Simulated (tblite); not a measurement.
Geometry relaxation of C₂H₁₁NSi₄ (part 4 of 4)

C₂H₁₁NSi₄; GFN2-xTB geometry optimisation, gas phase (tblite 0.8.0). It belongs to a series of runs on one base structure; here: H on Si replaced by N=CH2.

**Trajectory as extended XYZ, continued**
```
18
Properties=species:S:1:pos:R:3:forces:R:3 step=120 energy=-534.97306
C     3.0628   -0.0841    1.7625    0.0020  -0.0070  -0.0020
N     1.8695   -0.1449    1.3960   -0.0020   0.0170  -0.0090
Si    1.0654   -0.0288   -0.1161    0.0190   0.0040  -0.0100
C    -0.1366   -1.5157   -0.0932   -0.0050   0.0000  -0.0030
Si   -1.8101   -1.2364   -0.9712   -0.0140  -0.0100  -0.0140
Si   -2.3230    1.0044   -0.6304    0.0050   0.0060   0.0070
Si   -0.2483    1.8872   -0.0309   -0.0030   0.0010  -0.0070
H     3.9179    0.0105    1.0877    0.0020  -0.0020   0.0000
H     3.2991   -0.1305    2.8226   -0.0050   0.0080   0.0040
H     1.9195   -0.1430   -1.3174   -0.0130   0.0020   0.0160
H    -0.3357   -1.7562    0.9516   -0.0010  -0.0070   0.0000
H     0.3522   -2.3946   -0.5109   -0.0010  -0.0040   0.0070
H    -2.7609   -2.2310   -0.4528    0.0000   0.0020  -0.0090
H    -1.6325   -1.5707   -2.3937    0.0000   0.0010   0.0080
H    -3.3732    1.2074    0.3793    0.0110  -0.0020  -0.0080
H    -2.8962    1.6328   -1.8309    0.0050  -0.0050   0.0150
H     0.2502    2.9118   -0.9635   -0.0050  -0.0010   0.0040
H    -0.2289    2.5881    1.2595    0.0070  -0.0010   0.0000
18
Properties=species:S:1:pos:R:3:forces:R:3 step=123 energy=-534.97331
C     3.0541   -0.0869    1.7729    0.0100  -0.0030   0.0060
N     1.8630   -0.1361    1.3977   -0.0050  -0.0010  -0.0080
Si    1.0683   -0.0257   -0.1192   -0.0120   0.0060   0.0010
C    -0.1316   -1.5162   -0.0997   -0.0040   0.0130  -0.0110
Si   -1.8090   -1.2360   -0.9717   -0.0040   0.0010  -0.0040
Si   -2.3239    1.0030   -0.6203    0.0070   0.0050   0.0080
Si   -0.2449    1.8912   -0.0452   -0.0060  -0.0190  -0.0010
H     3.9160   -0.0005    1.1059   -0.0030  -0.0040  -0.0070
H     3.2811   -0.1350    2.8349   -0.0030   0.0120   0.0090
H     1.9275   -0.1407   -1.3149    0.0030  -0.0050  -0.0040
H    -0.3277   -1.7657    0.9436    0.0040   0.0010  -0.0030
H     0.3587   -2.3903   -0.5254   -0.0020  -0.0060   0.0070
H    -2.7562   -2.2334   -0.4537   -0.0050  -0.0050  -0.0050
H    -1.6383   -1.5640   -2.3960    0.0050  -0.0010   0.0030
H    -3.3623    1.1984    0.4026    0.0100  -0.0010  -0.0010
H    -2.9154    1.6356   -1.8089    0.0030  -0.0050   0.0030
H     0.2460    2.9054   -0.9923   -0.0030   0.0040   0.0000
H    -0.2143    2.6032    1.2381    0.0060   0.0080   0.0070
18
Properties=species:S:1:pos:R:3:forces:R:3 step=126 energy=-534.97342
C     3.0515   -0.0879    1.7765   -0.0090   0.0050  -0.0030
N     1.8610   -0.1328    1.3983    0.0030  -0.0060   0.0020
Si    1.0684   -0.0242   -0.1199    0.0050  -0.0050  -0.0050
C    -0.1306   -1.5154   -0.1032   -0.0020  -0.0030   0.0010
Si   -1.8095   -1.2360   -0.9729   -0.0010  -0.0020   0.0040
Si   -2.3230    1.0029   -0.6173   -0.0010  -0.0070  -0.0010
Si   -0.2440    1.8917   -0.0505    0.0040   0.0060   0.0120
H     3.9146   -0.0056    1.1101   -0.0030  -0.0060   0.0040
H     3.2754   -0.1332    2.8396   -0.0010   0.0100  -0.0040
H     1.9305   -0.1415   -1.3133    0.0040  -0.0030  -0.0060
H    -0.3251   -1.7674    0.9399   -0.0030   0.0080   0.0010
H     0.3604   -2.3896   -0.5286   -0.0030   0.0020  -0.0030
H    -2.7557   -2.2349   -0.4549   -0.0010   0.0000  -0.0060
H    -1.6395   -1.5632   -2.3973    0.0050   0.0000  -0.0020
H    -3.3556    1.1955    0.4109    0.0010   0.0000   0.0090
H    -2.9229    1.6357   -1.8012    0.0020  -0.0020  -0.0040
H     0.2456    2.9052   -0.9995   -0.0050  -0.0010   0.0010
H    -0.2104    2.6069    1.2317    0.0050   0.0040   0.0010
18
Properties=species:S:1:pos:R:3:forces:R:3 step=130 energy=-534.97371
C     3.0506   -0.0881    1.7774   -0.0080  -0.0020  -0.0060
N     1.8615   -0.1264    1.3944   -0.0040   0.0010   0.0010
Si    1.0696   -0.0232   -0.1248    0.0150  -0.0110  -0.0030
C    -0.1324   -1.5119   -0.1026    0.0070  -0.0130   0.0120
Si   -1.8093   -1.2363   -0.9765    0.0100  -0.0040  -0.0150
Si   -2.3226    1.0013   -0.6151   -0.0070   0.0010   0.0000
Si   -0.2437    1.8927   -0.0499    0.0130   0.0110  -0.0120
H     3.9173   -0.0248    1.1138   -0.0020   0.0010   0.0030
H     3.2701   -0.1216    2.8421   -0.0060   0.0070  -0.0120
H     1.9295   -0.1499   -1.3199   -0.0040   0.0060   0.0060
H    -0.3281   -1.7583    0.9417   -0.0050   0.0070  -0.0010
H     0.3580   -2.3890   -0.5229   -0.0030   0.0030  -0.0010
H    -2.7559   -2.2390   -0.4667    0.0000   0.0020  -0.0010
H    -1.6284   -1.5645   -2.4000   -0.0030   0.0090   0.0040
H    -3.3497    1.1863    0.4201   -0.0020   0.0030   0.0070
H    -2.9299    1.6393   -1.7929    0.0060  -0.0080   0.0020
H     0.2405    2.9089   -1.0000   -0.0060  -0.0130   0.0040
H    -0.2056    2.6106    1.2302    0.0010   0.0010   0.0110
18
Properties=species:S:1:pos:R:3:forces:R:3 step=133 energy=-534.97388
C     3.0431   -0.0858    1.7831    0.0080   0.0020   0.0060
N     1.8564   -0.1239    1.3933   -0.0070  -0.0030  -0.0010
Si    1.0730   -0.0250   -0.1298   -0.0200  -0.0030   0.0060
C    -0.1304   -1.5139   -0.1084    0.0090   0.0020   0.0000
Si   -1.8100   -1.2372   -0.9775    0.0140   0.0150   0.0060
Si   -2.3211    0.9995   -0.6081    0.0040   0.0070   0.0040
Si   -0.2388    1.8931   -0.0547    0.0000  -0.0040   0.0010
H     3.9150   -0.0273    1.1260   -0.0040   0.0010  -0.0090
H     3.2560   -0.1132    2.8491   -0.0060   0.0040   0.0010
H     1.9358   -0.1512   -1.3215    0.0050   0.0000  -0.0060
H    -0.3239   -1.7634    0.9356    0.0000   0.0050  -0.0030
H     0.3595   -2.3885   -0.5338   -0.0020  -0.0060   0.0040
H    -2.7572   -2.2385   -0.4678   -0.0030  -0.0070   0.0040
H    -1.6348   -1.5615   -2.4014    0.0020   0.0040  -0.0150
H    -3.3397    1.1837    0.4356   -0.0050   0.0010   0.0050
H    -2.9360    1.6382   -1.7814    0.0030  -0.0050   0.0020
H     0.2370    2.9045   -1.0131    0.0010  -0.0050  -0.0010
H    -0.1927    2.6168    1.2229    0.0010  -0.0070  -0.0050
18
Properties=species:S:1:pos:R:3:forces:R:3 step=136 energy=-534.97402
C     3.0328   -0.0834    1.7910   -0.0050   0.0010  -0.0030
N     1.8480   -0.1213    1.3949    0.0070  -0.0030   0.0020
Si    1.0747   -0.0269   -0.1337   -0.0010   0.0050  -0.0010
C    -0.1260   -1.5169   -0.1164   -0.0020   0.0030  -0.0040
Si   -1.8085   -1.2357   -0.9775   -0.0090   0.0080   0.0070
Si   -2.3197    0.9994   -0.5981    0.0020  -0.0020   0.0030
Si   -0.2339    1.8929   -0.0625   -0.0030  -0.0010   0.0060
H     3.9077   -0.0319    1.1372   -0.0030   0.0020  -0.0010
H     3.2393   -0.1037    2.8582   -0.0010   0.0010   0.0010
H     1.9446   -0.1525   -1.3207    0.0010  -0.0020  -0.0010
H    -0.3160   -1.7713    0.9266   -0.0010  -0.0010   0.0070
H     0.3627   -2.3889   -0.5482    0.0010  -0.0090   0.0040
H    -2.7569   -2.2363   -0.4661    0.0110  -0.0010  -0.0050
H    -1.6398   -1.5537   -2.4038    0.0020   0.0010  -0.0090
H    -3.3285    1.1796    0.4557   -0.0060   0.0030   0.0020
H    -2.9454    1.6367   -1.7659   -0.0020   0.0010   0.0010
H     0.2351    2.8959   -1.0327    0.0050  -0.0010   0.0020
H    -0.1790    2.6245    1.2104    0.0030  -0.0050  -0.0100
18
Properties=species:S:1:pos:R:3:forces:R:3 step=139 energy=-534.97408
C     3.0338   -0.0858    1.7893   -0.0050   0.0010  -0.0030
N     1.8487   -0.1195    1.3938    0.0020   0.0000   0.0010
Si    1.0740   -0.0254   -0.1341    0.0070   0.0010  -0.0010
C    -0.1268   -1.5149   -0.1133   -0.0020  -0.0030   0.0010
Si   -1.8072   -1.2344   -0.9788   -0.0010  -0.0060  -0.0070
Si   -2.3206    0.9992   -0.5967   -0.0080  -0.0020   0.0010
Si   -0.2355    1.8932   -0.0615    0.0030   0.0000  -0.0060
H     3.9083   -0.0400    1.1345    0.0000   0.0040   0.0020
H     3.2404   -0.1044    2.8566    0.0020   0.0010  -0.0020
H     1.9421   -0.1528   -1.3226    0.0000  -0.0010   0.0020
H    -0.3187   -1.7649    0.9307   -0.0020  -0.0010  -0.0010
H     0.3622   -2.3892   -0.5407   -0.0020  -0.0040   0.0050
H    -2.7542   -2.2384   -0.4717    0.0080  -0.0010  -0.0050
H    -1.6316   -1.5513   -2.4055   -0.0030   0.0060   0.0060
H    -3.3312    1.1760    0.4563   -0.0020   0.0040  -0.0010
H    -2.9451    1.6371   -1.7650   -0.0030   0.0000   0.0040
H     0.2320    2.8960   -1.0329    0.0040  -0.0010   0.0020
H    -0.1795    2.6257    1.2098    0.0030   0.0010   0.0040
```

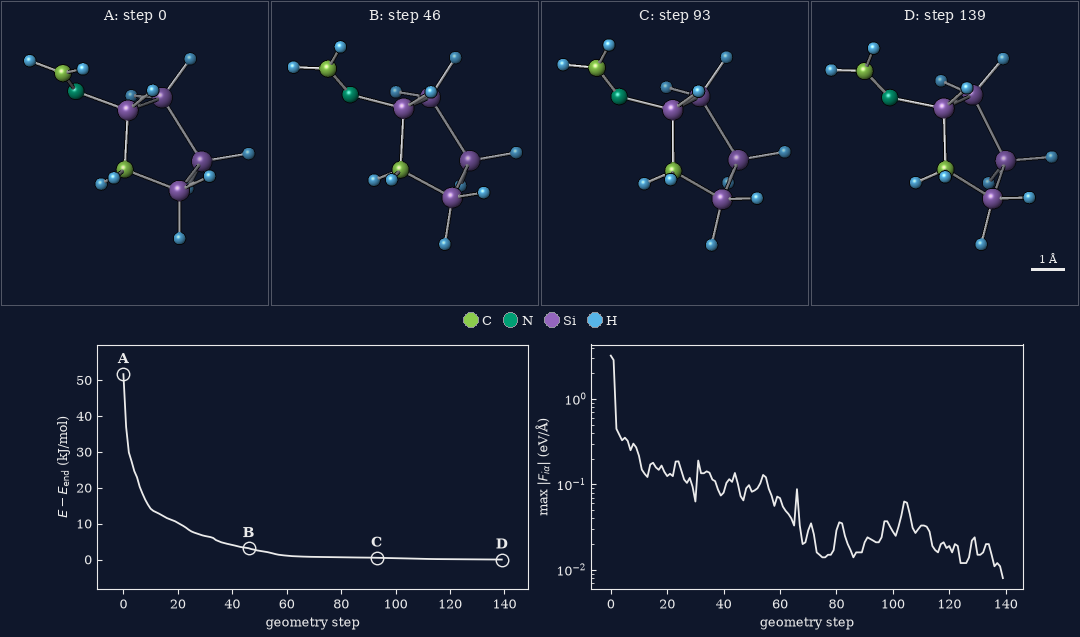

*Frames of the relaxation (ball-and-stick view, seen at a tilt) above the curves, on which the letters mark them (steps are counted from 0).*

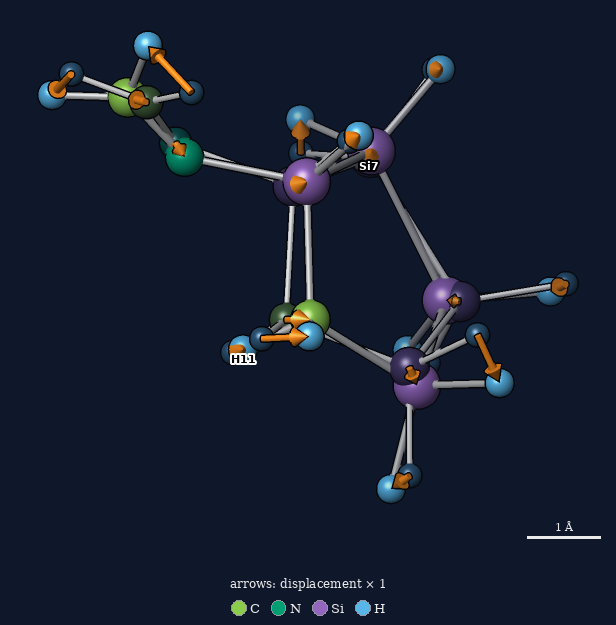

*Start (faint) and end (solid) with the displacements as orange arrows, at true length (ball-and-stick view, seen at a tilt). The two geometries are laid on each other by the best rigid fit.*

After 139 geometry steps the energy has fallen by 51.7 kJ/mol. Largest force component: 3.2 eV/Å at the start, 0.008 eV/Å at the end. The atom that moves furthest after the best rigid fit is H8 (1.04 Å). By element the largest moves are H 1.04 Å, C 0.51 Å, Si 0.37 Å, N 0.27 Å. Distances before and after: C4–Si5 1.847 → 1.911 Å, C1–N2 1.302 → 1.250 Å, Si5–H14 1.498 → 1.472 Å, Si3–Si7 2.342 → 2.324 Å. Among the angles that change: C1–N2–Si3 117.2° → 135.1°, Si3–C4–Si5 106.3° → 115.6°, H17–Si7–H18 111.5° → 102.7°. (Atoms are counted from 1 in the order of the input.)

This output came from the following input.

**Input file**
```
{"job": {"kind": "relax", "xc": "GFN2-xTB", "basis": "xTB"}, "charge": 0, "multiplicity": 1}
C      3.151800    -0.356000     1.386400
N      1.936700     0.079200     1.554900
Si     0.907200     0.093400     0.176000
C     -0.208100    -1.376000     0.328600
Si    -1.491500    -1.190400    -0.986000
Si    -2.348100     0.971400    -0.811600
Si    -0.451300     1.998900     0.076700
H      3.565400    -0.701500     0.429600
H      3.838700    -0.384500     2.248000
H      1.731200    -0.002200    -1.045700
H     -0.681500    -1.417400     1.323400
H      0.349500    -2.317700     0.210500
H     -2.574900    -2.197800    -0.835500
H     -0.860700    -1.356600    -2.334700
H     -3.481500     1.031200     0.156200
H     -2.732000     1.535300    -2.121400
H      0.100600     3.039400    -0.831700
H     -0.760200     2.557700     1.424500
```

The first line tells a small driver script what to run in tblite; the rest is the geometry in Å.

Launched with:
```bash
OMP_NUM_THREADS=1 python <driver script> task.json out
```

**Summary**

```csv
quantity,value
outcome,converged
total energy,−534.9741 eV
hardware,"1 CPU thread, shared host"
wall time,1.4 s
peak memory,0.18 GiB
```
